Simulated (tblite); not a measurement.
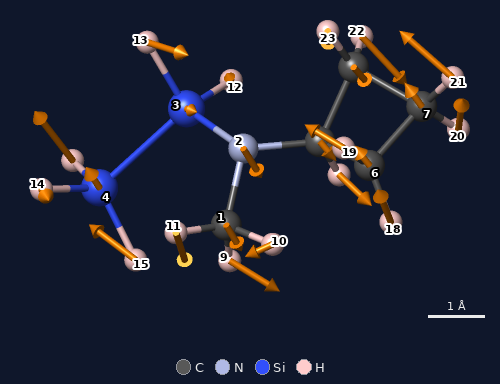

This is a relaxation of C₅H₁₅NSi₂. The starting structure is drawn; orange arrows show the displacements, at their true length. The two geometries are superimposed by the best rigid fit.

Style: ball-and-stick. Shown at a tilt.

The calculation used tblite 0.8.0, GFN2-xTB geometry optimisation, gas phase. 

### What did the optimiser do to the structure, and how much energy did it gain?

After 177 geometry steps the energy has fallen by 21.4 kcal/mol. An H atom moves most after the best rigid fit: 1.65 Å. Largest moves by element: H 1.65 Å, N 0.91 Å, C 0.75 Å, Si 0.61 Å. Near-neighbour distances that change, for instance: N–Si 1.783 → 1.723 Å, Si–Si 2.241 → 2.299 Å, C–C 1.489 → 1.535 Å, C–H 1.133 → 1.099 Å. Among the angles between lasting bonds that change: C–N–Si 113.4° → 122.9°, Si–Si–H 106.1° → 114.8°, Si–N–C 116.0° → 123.8°.
